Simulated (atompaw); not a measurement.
```
Element                 : Zn
Generator               : atompaw 4.2.0.5
Type                    : PAW
Functional              : PBE
Relativity              : scalar-relativistic
Frozen core             : [Ne]
Valence charge          : 20
Reference configuration : 3s2 3p6 3d10 4s0 4p0 (charge +2)
Partial waves           : 3s (bound): rc 0.90 bohr; 4s (bound, empty): rc 1.25 bohr; 3p (bound): rc 0.80 bohr; 4p (bound, empty): rc 1.25 bohr; 3d (bound): rc 1.25 bohr; 3d channel at -1.25 Ry: rc 1.25 bohr
Local potential         : bessel scheme, radius 1.20 bohr
Core correction         : smooth core density matched at 0.85 bohr
Augmentation charge     : besselshape compensation charge, radius 1.00 bohr; PAW radius 1.25 bohr; waves and projectors: modrrkj vanderbiltortho
```

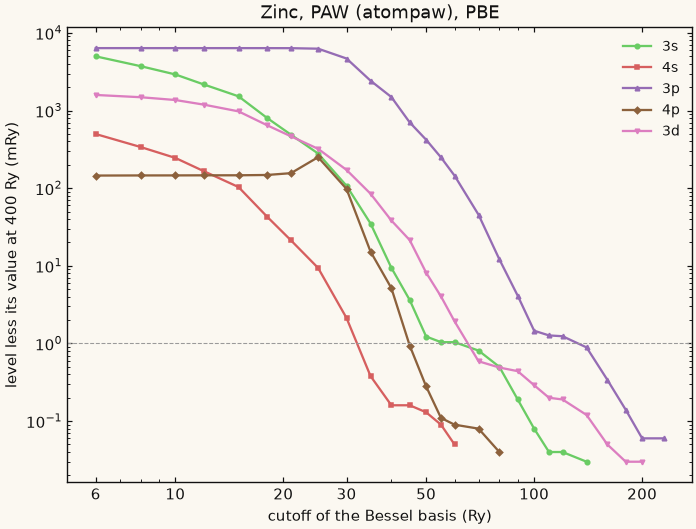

The pseudo-atom Hamiltonian at the reference potential is diagonalised in spherical Bessel functions (20 bohr box) up to the cutoff. Curves: distance of each valence level from its value at 400 Ry.

> At which cutoff does each level come within 1 mRy for good?

3s: 70 Ry; 4s: 35 Ry; 3p: 140 Ry; 4p: 45 Ry; 3d: 70 Ry.

> What cutoffs are needed for 10 mRy and 1 mRy in the sum of levels?

110 Ry and 200 Ry, on the ladder of cutoffs that was run.

> Which occupied shell is the hardest?

3p: its level needs 140 Ry to come within 1 mRy, against 70 Ry for 3s.
